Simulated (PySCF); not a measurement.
C8H6N2S, SMILES c1cc(-c2nccs2)ccn1 at its GFN2-xTB optimised geometry (Å):

```
17

C      0.4733    -2.9386    -0.0005
C     -0.3455    -1.8236    -0.0004
C      0.2532    -0.5609    -0.0002
C     -0.5689     0.6272     0.0000
N     -1.8598     0.6272     0.0000
C     -2.3755     1.8691     0.0002
C     -1.4614     2.8783     0.0004
S      0.1313     2.2453     0.0000
C      1.6469    -0.4968    -0.0002
C      2.3613    -1.6823    -0.0003
N      1.7949    -2.8770    -0.0005
H      0.0538    -3.9361    -0.0007
H     -1.4199    -1.9052    -0.0004
H     -3.4434     1.9919     0.0002
H     -1.6280     3.9361     0.0005
H      2.1538     0.4566     0.0000
H      3.4434    -1.6784    -0.0003
```

Calculation: PBE/def2-SVP run with PySCF. Cells within 0.4 Å of a nucleus heavier than hydrogen are left out (blank, or x).

Map of the electron localisation function on the plane z = 0.0 Å:

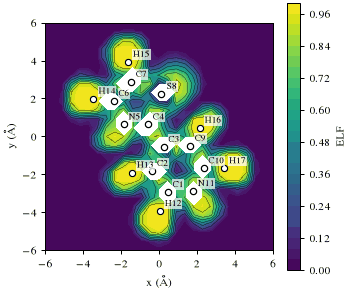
Figure: Electron localisation function on the plane z = 0.0 Å.
